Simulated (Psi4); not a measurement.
# A workflow on SiH4O (Si(OH)H3)

We compute a structure relaxation (B97-3c/def2-mTZVP), then the harmonic vibrations, then the energy (MP2/cc-pVTZ) of SiH4O (Si(OH)H3). 

The calculation is run with Psi4 1.11.

**1. The molecule**

SiH4O: 6 atoms, total charge 0, spin state singlet. As SMILES, `[H][Si]([H])([H])O`. Geometry: relaxed at GFN2-xTB. The run starts from this shape.

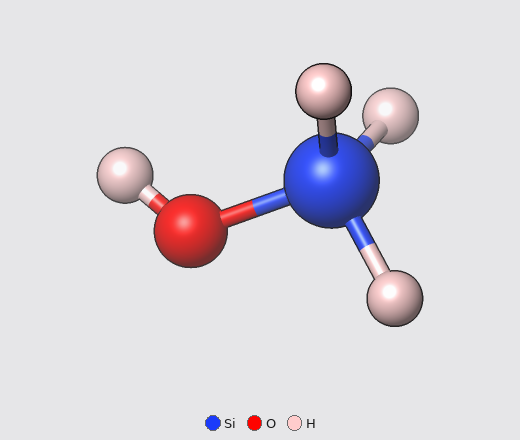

The structure, seen from a chosen angle (silicon blue, oxygen red, hydrogen pink).

**2. A geometry optimisation at B97-3c/def2-mTZVP (density fitting) (run 1)**

The input, job.py:

```python
import psi4

psi4.set_memory('1600 MB')
psi4.set_num_threads(1)
psi4.core.set_output_file('run.log', False)

mol = psi4.geometry("""
0 1
Si
O 1 1.625204
H 2 0.952862 1 122.3801
H 1 1.464377 2 110.31981 3 60.88288
H 1 1.463996 4 108.82718 2 121.1831
H 1 1.453377 5 112.92035 4 -126.19381
""")

psi4.set_options({
    'geom_maxiter': 60,
})

energy_value = psi4.optimize("b97-3c")
print(f'total energy {energy_value:.8f} hartree = {energy_value * 27.211386:.5f} eV')
mol.save_xyz_file('final.xyz', False)
```

On the command line:

```sh
$ python job.py
```

run.log:

```text
[...]
  Running in c1 symmetry.
[...]
  Nuclear repulsion =   65.669472594748370
[...]
  Multiplicity = 1
[...]
  Nalpha       = 13
  Nbeta        = 13
[...]
    Number of basis functions: 58
[...]
   @DF-RKS iter   1:  -366.80241409597255   -1.31426e-01   1.42314e-02 ADIIS/DIIS
[...]
   @DF-RKS iter   7:  -367.05632657476428   -5.11591e-13   1.34751e-09 DIIS
[...]
  @DF-RKS Final Energy:  -367.05632657476428
   => Energetics <=
    Nuclear Repulsion Energy =             64.4425710923295298
    One-Electron Energy =                -635.4854756411577910
    Two-Electron Energy =                 234.9066975931174284
    DFT Exchange-Correlation Energy =     -30.9025554509197455
    Empirical Dispersion Energy =          -0.0175641681337063
    VV10 Nonlocal Energy =                  0.0000000000000000
    Total Energy =                       -367.0563265747642845
[...]
 Multipole Moments:
 ------------------------------------------------------------------------------------
     Multipole            Electronic (a.u.)      Nuclear  (a.u.)        Total (a.u.)
 ------------------------------------------------------------------------------------
 L = 1.  Multiply by 2.5417464519 to convert [e a0] to [Debye]
 Dipole X            :         -0.0003926            0.0005741            0.0001814
 Dipole Y            :          0.1702336           -0.6731544           -0.5029208
 Dipole Z            :          1.6135071           -1.5893300            0.0241771
 Magnitude           :                                                    0.5035017
[...]
  -Total Gradient:
     Atom            X                  Y                   Z
    ------   -----------------  -----------------  -----------------
       1        0.000005133413    -0.000060741851     0.000165160776
       2       -0.000024931519     0.000029459227    -0.000298189988
       3        0.000020398649    -0.000008468008    -0.000091255178
       4       -0.000010285615     0.000038608239    -0.000091113419
       5        0.000007453271     0.000029585515    -0.000089310141
       6        0.000002908730    -0.000006548556    -0.000145134675
[...]
    Final optimized geometry and variables:
    Molecular point group: c1
    Full point group: C1
    Geometry (in Angstrom), charge = 0, multiplicity = 1:
    SI
    O             1    1.661403
    H             2    0.960003      1  116.721695
    H             1    1.487058      2  112.122837      3   61.213113
    H             1    1.487078      4  107.742183      2  123.807321
    H             1    1.477716      5  109.612464      4 -119.181775
[...]
```

On the terminal:

```text
Some dependencies such as QCElemental have not yet finished migration to pydantic v2. If issues are encountered please downgrade pydantic or upgrade QCElemental as appropriate
	Previous geometry is closer to target in internal coordinates, so using that one.

	Best geometry has RMS(Delta(q)) = 7.56e-07

Optimizer: Optimization complete!
total energy -367.05632657 hartree = -9988.11139 eV
```

Run time: 25 s. Hardware: 1 thread of Intel Xeon Platinum 8259CL at 2.50GHz (Skylake/Cascade Lake), shared host; peak memory 0.46 GiB.

The path in brief:

```tsv
step	energy from the first frame kept (eV)	largest force (eV/Å)
0	0.0000	1.2238
1	-0.0658	0.3353
2	-0.0703	0.1537
3	-0.0717	0.0426
4	-0.0718	0.0155
```

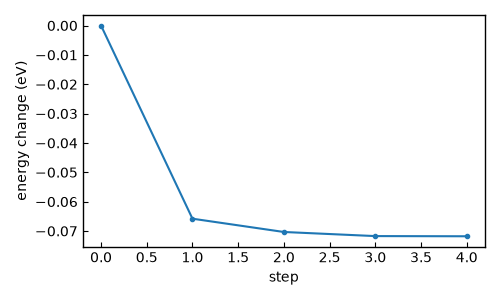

Energy along the run.

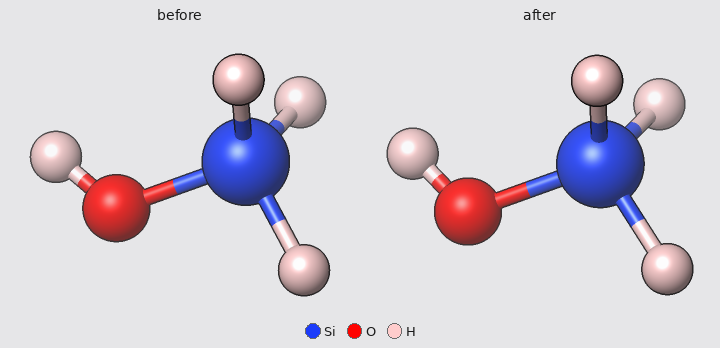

Before and after, at one scale.

After the run. Bond lengths: Si1–O2 1.661 Å, O2–H3 0.960 Å, Si1–H4 1.487 Å, Si1–H5 1.487 Å, Si1–H6 1.478 Å. Angles: Si1–O2–H3 116.7°, O2–Si1–H4 112.1°, O2–Si1–H5 112.1°, O2–Si1–H6 105.7°, H4–Si1–H5 107.7°, H4–Si1–H6 109.6°, H5–Si1–H6 109.6°.

**3. The harmonic vibrations at B97-3c/def2-mTZVP (density fitting) (run 2)**

The input, job.inp:

```
memory 1600 MB

molecule {
  0 1
  Si    -0.11396182    -0.21875659    -0.78341242
  O     -0.11318893    -0.17420818     2.35586676
  H      0.66575996     1.25821745     3.15117311
  H      2.48902253    -0.23092642    -1.84226565
  H     -1.47079841     1.98848699    -1.87158664
  H     -1.42829469    -2.57502774    -1.50344532
  units au
}

set {
  t                          600.0
  rotational_symmetry_number 1
}

energy_value, wavefunction = freq('b97-3c', return_wfn=True)
```

On the command line:

```sh
$ psi4 -i job.inp -o job.out -n 1
```

job.out:

```text
[...]
  Running in c1 symmetry.
[...]
  Nuclear repulsion =   64.442581557739970
[...]
  Multiplicity = 1
[...]
  Nalpha       = 13
  Nbeta        = 13
[...]
    Number of basis functions: 58
[...]
   @DF-RKS iter   1:  -366.81656302931378   -1.85749e-01   1.38959e-02 ADIIS/DIIS
[...]
   @DF-RKS iter  11:  -367.05632595341933   -6.25278e-13   2.96418e-09 DIIS
[...]
  @DF-RKS Final Energy:  -367.05632595341933
   => Energetics <=
    Nuclear Repulsion Energy =             64.4434098584521848
    One-Electron Energy =                -635.4873310661165533
    Two-Electron Energy =                 234.9077856265946593
    DFT Exchange-Correlation Energy =     -30.9026246856789264
    Empirical Dispersion Energy =          -0.0175656866706517
    VV10 Nonlocal Energy =                  0.0000000000000000
    Total Energy =                       -367.0563259534193321
[...]
  -Total Gradient:
     Atom            X                  Y                   Z
    ------   -----------------  -----------------  -----------------
       1       -0.000008477514     0.000272283202     0.000115050862
       2        0.000007818926     0.000050238740    -0.000306236319
       3       -0.000009069822     0.000020070087    -0.000075525737
       4       -0.000008576994    -0.000056437288    -0.000086447165
       5        0.000069164180    -0.000193523410     0.000056251348
       6       -0.000062579474    -0.000119071130    -0.000252746345
[...]
  ==> Harmonic Vibrational Analysis <==
[...]
  Freq [cm^-1]                 205.9648            687.6284            709.6733
[...]
  IR activ [km/mol]            95.7810             63.1433             64.8847
[...]
  Freq [cm^-1]                 833.0238            927.9513            939.5801
[...]
  IR activ [km/mol]            130.7307            66.2019             76.0182
[...]
  Freq [cm^-1]                 969.6235            997.7336           2156.5330
[...]
  IR activ [km/mol]            126.0618            178.9713            182.8553
[...]
  Freq [cm^-1]                2162.9648           2216.3511           3825.2790
[...]
  IR activ [km/mol]            103.6454            104.8667            59.0161
[...]
  Total E_0, Enthalpy at 0 [K]                                                         -367.01843539 [Eh]
[...]
  Total H, Enthalpy at  600.00 [K]                                                     -367.00518895 [Eh]
[...]
  Total G, Gibbs energy at  600.00 [K]                                                 -367.07547902 [Eh]
[...]
```

The script printed:

```text
Warning: used thermodynamics relations inappropriate for low-frequency modes: ['205.9648']
```

Run time: 2.5 min. Hardware: 1 thread of Intel Xeon Platinum 8259CL at 2.50GHz (Skylake/Cascade Lake), shared host; peak memory 0.44 GiB.

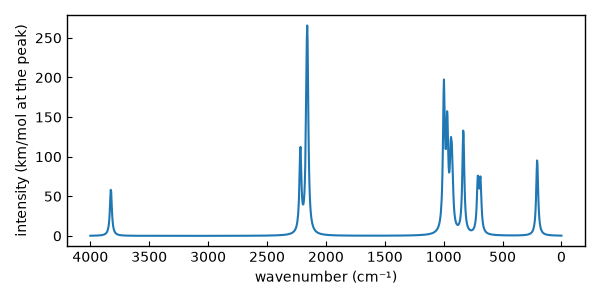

Harmonic infrared spectrum, unscaled, lines broadened by 10 cm⁻¹.

**4. A single-point energy at MP2/cc-pVTZ (density fitting, density fitting for correlation) (run 3)**

The input, calc.dat:

```
memory 1.6 GB

molecule {
  0 1
  Si
  O 1 1.661402
  H 2 0.960003 1 116.7217
  H 1 1.487058 2 112.12285 3 61.21311
  H 1 1.487078 4 107.74216 2 123.80733
  H 1 1.477716 4 109.58246 5 119.20086
  symmetry c1
}

set {
  basis       cc-pVTZ
  freeze_core true
}

e_tot, wfn = energy('mp2', return_wfn=True)
print_variables()
```

On the command line:

```sh
$ psi4 -n 1 calc.dat calc.out
```

calc.out:

```text
[...]
  Running in c1 symmetry.
[...]
  Nuclear repulsion =   64.442589292987634
[...]
  Multiplicity = 1
[...]
  Nalpha       = 13
  Nbeta        = 13
[...]
    Number of basis functions: 120
[...]
   @DF-RHF iter   1:  -366.11736604195130   -6.45494e-01   3.75751e-03 DIIS/ADIIS
[...]
   @DF-RHF iter  10:  -366.20605836179965   -1.21076e-11   5.44883e-09 DIIS
[...]
    Orbital Energies [Eh]
    ---------------------
    Doubly Occupied:
       1A    -68.797226     2A    -20.559789     3A     -6.141911
       4A     -4.248515     5A     -4.248383     6A     -4.248184
       7A     -1.341065     8A     -0.756631     9A     -0.649027
      10A     -0.553726    11A     -0.551400    12A     -0.473578
      13A     -0.457094
[...]
  @DF-RHF Final Energy:  -366.20605836179965
   => Energetics <=
    Nuclear Repulsion Energy =             64.4425892929876341
    One-Electron Energy =                -635.2442359514850523
    Two-Electron Energy =                 204.5955882966978265
    Total Energy =                       -366.2060583617996485
[...]
 Multipole Moments:
 ------------------------------------------------------------------------------------
     Multipole            Electronic (a.u.)      Nuclear  (a.u.)        Total (a.u.)
 ------------------------------------------------------------------------------------
 L = 1.  Multiply by 2.5417464519 to convert [e a0] to [Debye]
 Dipole X            :         -0.0005879            0.0005743           -0.0000136
 Dipole Y            :          0.1128659           -0.6731542           -0.5602883
 Dipole Z            :          1.5754687           -1.5893306           -0.0138619
 Magnitude           :                                                    0.5604597
[...]
```

Wall time 4.2 s (1 thread of Intel Xeon Platinum 8259CL at 2.50GHz (Skylake/Cascade Lake), shared host); peak memory 0.31 GiB.

**5. Outcome**

| quantity | value |
| --- | --- |
| run 1, B97-3c/def2-mTZVP: total energy at the end | -367.05633 Eh |
| run 1, B97-3c/def2-mTZVP: dipole moment | 1.28 D |
| run 1, B97-3c/def2-mTZVP: HOMO energy | -7.20 eV |
| run 1, B97-3c/def2-mTZVP: LUMO energy | -0.63 eV |
| run 1, B97-3c/def2-mTZVP: HOMO–LUMO gap | 6.57 eV |
| run 2, B97-3c/def2-mTZVP: lowest harmonic wavenumber | 206 cm⁻¹ |
| run 2, B97-3c/def2-mTZVP: highest harmonic wavenumber | 3825 cm⁻¹ |
| run 2, B97-3c/def2-mTZVP: zero-point energy | 99.5 kJ/mol |
| run 2, B97-3c/def2-mTZVP: ideal-gas entropy at 600 K (symmetry number 1 as used) | 73.5 cal/(mol K) |
| run 3, MP2/cc-pVTZ: total energy | -366.58319 Eh |
| run 3, MP2/cc-pVTZ: HOMO energy (Hartree–Fock orbitals) | -12.44 eV |
| run 3, MP2/cc-pVTZ: LUMO energy (Hartree–Fock orbitals) | 3.30 eV |
| run 3, MP2/cc-pVTZ: HOMO–LUMO gap (Hartree–Fock orbitals) | 15.73 eV |
| run 3, MP2/cc-pVTZ: correlation energy (6 core orbitals frozen) | -377.1 mEh |

**Reading.** The optimisation (run 1, B97-3c/def2-mTZVP) took 5 steps and changed the energy by -0.072 eV. All 12 modes (run 2, B97-3c/def2-mTZVP) are real, so the shape is a minimum at this level.
